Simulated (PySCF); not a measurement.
## A study: C4H3FO2, SMILES `O=C1CC=C(F)O1`

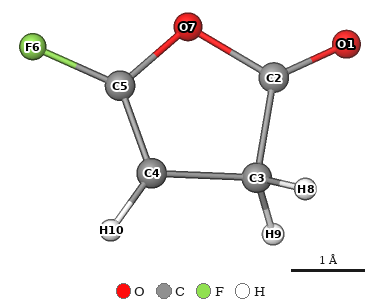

The molecule, with its atoms numbered as below. No frequency check shows the geometry to be a minimum.

Coordinates in Å:

```
O1       2.2263    0.7458    0.0001
C2       1.1556    0.2273   -0.0001
C3       0.8072   -1.2526   -0.0000
C4      -0.6863   -1.2285   -0.0001
C5      -1.0446    0.0483    0.0000
F6      -2.2475    0.5891    0.0001
O7      -0.0140    0.9409   -0.0001
H8       1.2340   -1.7397    0.8795
H9       1.2339   -1.7401   -0.8788
H10     -1.3291   -2.0833   -0.0001
```

## 1. Bonding charge

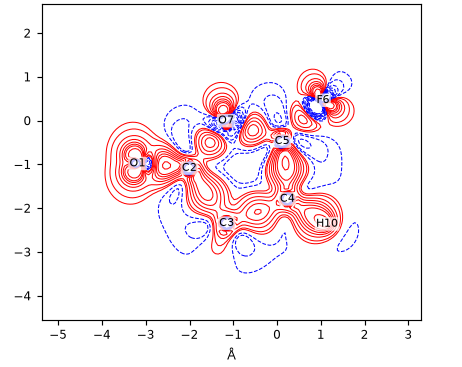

Deformation density (molecule less spherical, spin-averaged free atoms) in a plane through 8 of the atoms; contours at ±0.05 to ±0.8 e/Å³; solid red lines: gain, dashed blue lines: loss.

Level of theory: B3LYP/def2-TZVP (PySCF), at a geometry from GFN2-xTB.

How much density has each bond in this plane gained at its critical point, relative to the free atoms?

Answer. O1–C2: +0.78 e/Å³ at the bond critical point (bond length 1.19 Å, Mayer order 2.2). C4–H10: +0.77 e/Å³ at the bond critical point (bond length 1.07 Å, Mayer order 1.0). C4–C5: +0.76 e/Å³ at the bond critical point (bond length 1.33 Å, Mayer order 1.8). C2–C3: +0.55 e/Å³ at the bond critical point (bond length 1.52 Å, Mayer order 1.0). C3–C4: +0.51 e/Å³ at the bond critical point (bond length 1.49 Å, Mayer order 1.0). C5–O7: +0.28 e/Å³ at the bond critical point (bond length 1.36 Å, Mayer order 1.1). C2–O7: +0.22 e/Å³ at the bond critical point (bond length 1.37 Å, Mayer order 1.0). C5–F6: +0.09 e/Å³ at the bond critical point (bond length 1.32 Å, Mayer order 1.1); up to 0.6 Å beside the axis the gain reaches +0.35 e/Å³. In all, 2.4 electrons gather in the regions of gain relative to the promolecule. A small or negative value marks a very polar bond, one between electron-rich atoms, whose free-atom densities already overlap strongly, a long bond to a heavier atom, or a closed-shell contact such as a hydrogen bond.

## 2. Local ionisation energy

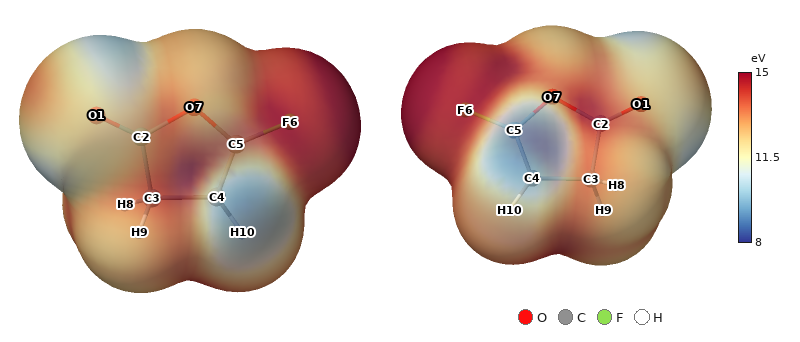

Average local ionisation energy on the surface of electron density 0.001 a.u. (back view left, front view right).

Locate the minima of the map.

Answer. The lowest value is 8.8 eV, over C4, off the plane of its three bonds (2.1 Å), and at like points elsewhere. Further minima include 10.1 eV, 1.8 Å from O1; 10.4 eV, 1.8 Å from O1; 12.2 eV, 1.3 Å from H8, and at like points elsewhere. For comparison, the highest occupied orbital lies at −7.2 eV.

What volume does the surface enclose, and what is the dipole moment?

Answer. About 108 Å³; the dipole moment is 3.4 D.

## 3. Excited states

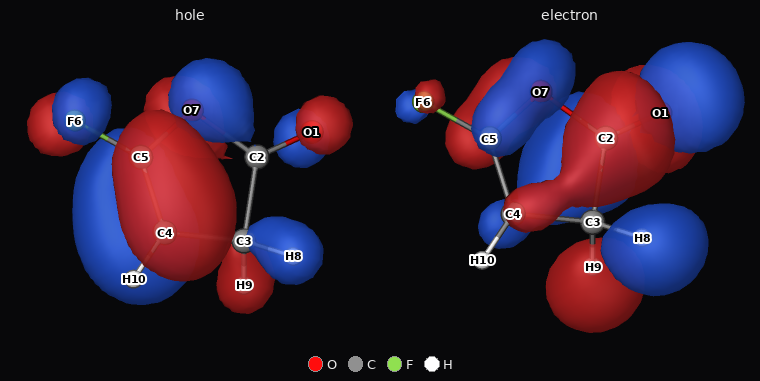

Leading natural transition orbital pair of S₁ (TDA singlet states); the surfaces enclose about 85 % of each orbital's density.

PySCF calculation, B3LYP/6-31+G*, gas phase; geometry: GFN2-xTB.

Give its energy and the atoms that hole and electron lie on.

Answer. 5.56 eV (223 nm), f = 0.060; the leading pair carries 98 %; hole on C4 (38 %), C5 (24 %) and O7 (13 %), electron on C2 (38 %), O1 (27 %) and O7 (8 %); their centroids lie 1.9 Å apart; S₂ lies within 0.1 eV of it. In canonical orbitals it is mainly HOMO → LUMO (92 %). The HOMO–LUMO gap is 6.24 eV.

## 4. Removing or adding an electron

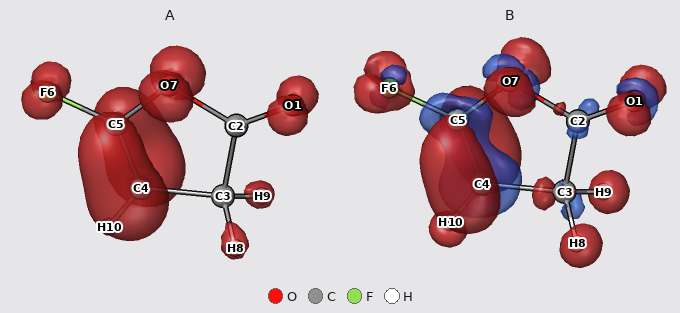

The Fukui function f⁻ from two separate SCF calculations and the density of the HOMO, at ±0.04 e/Å³ (red positive, blue negative).

Level of theory: CAM-B3LYP/def2-SVPD (PySCF), at a geometry from GFN2-xTB.

Which panel is which, and how good is the frozen-orbital picture?

Answer. B is f⁻ (it has negative regions), A the HOMO density. The HOMO lies on C4 (36 %), C5 (23 %) and O7 (13 %); f⁻ (Hirshfeld-condensed) is largest on C4 (0.22), C5 (0.15) and O1 (0.13); the vertical ionisation energy is 9.89 eV (the stability of the cation's solution wasn't checked). Relaxation shifts 24 % of the electron between atoms. The orbital energy is −8.90 eV.
